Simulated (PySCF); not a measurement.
C2H8AlO2, charge −1, SMILES `[OH-].C[Al](C)O`.

Method: PBE/def2-SVPD; geometry: GFN2-xTB; program: PySCF. The pair's geometry is semi-empirical, so its contact may be too short or too long.

Cartesian coordinates (Å):

```
O1      -0.0037   -1.0704   -1.4156
H2      -0.0012   -1.2368   -2.3455
C3       1.6645    1.1139    0.0135
Al4      0.0001   -0.1214   -0.0023
C5      -1.6688    1.1080    0.0230
O6       0.0072   -1.0738    1.3938
H7       1.7115    1.7497    0.9040
H8       1.7011    1.8017   -0.8390
H9       2.6170    0.5694   -0.0086
H10     -1.7392    1.7145    0.9323
H11     -2.6184    0.5617   -0.0397
H12     -1.6879    1.8232   -0.8073
H13      0.0132   -1.5831    2.1893
```

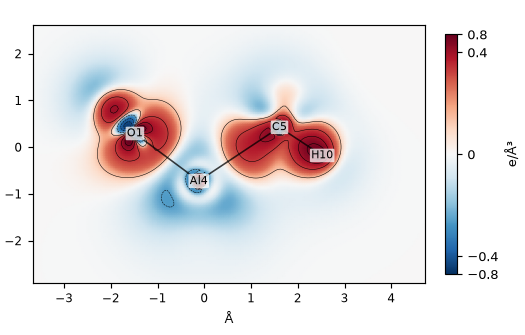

Deformation density (molecule less spherical, spin-averaged free atoms) in the plane of O1, Al4, C5 and H10; colour scale in e/Å³, logarithmic beyond ±0.1; red: gain, blue: loss.

How much density has each bond in this plane gained at its critical point, relative to the free atoms?

Answer. C5–H10: +0.54 e/Å³ at the bond critical point (bond length 1.09 Å). Al4–C5: +0.08 e/Å³ at the bond critical point (bond length 2.07 Å). O1–Al4: −0.01 e/Å³ at the bond critical point (bond length 1.70 Å); up to 0.6 Å beside the axis the gain reaches +0.24 e/Å³. In all, 2.9 electrons gather in the regions of gain relative to the promolecule of neutral atoms (this includes the anion's extra charge). A small or negative value marks a very polar bond, one between electron-rich atoms, whose free-atom densities already overlap strongly, a long bond to a heavier atom, or a closed-shell contact such as a hydrogen bond.

Where do the Hirshfeld charges lie?

Answer. The highest Hirshfeld charge is on Al4 (+0.31 e), the lowest on O1 (−0.41 e).

| atom | charge (e) |
| --- | --- |
| O1 | −0.41 |
| H2 | +0.10 |
| C3 | −0.28 |
| Al4 | +0.31 |
| C5 | −0.28 |
| O6 | −0.41 |
| H7 | −0.02 |
| H8 | −0.02 |
| H9 | −0.02 |
| H10 | −0.02 |
| H11 | −0.02 |
| H12 | −0.02 |
| H13 | +0.10 |
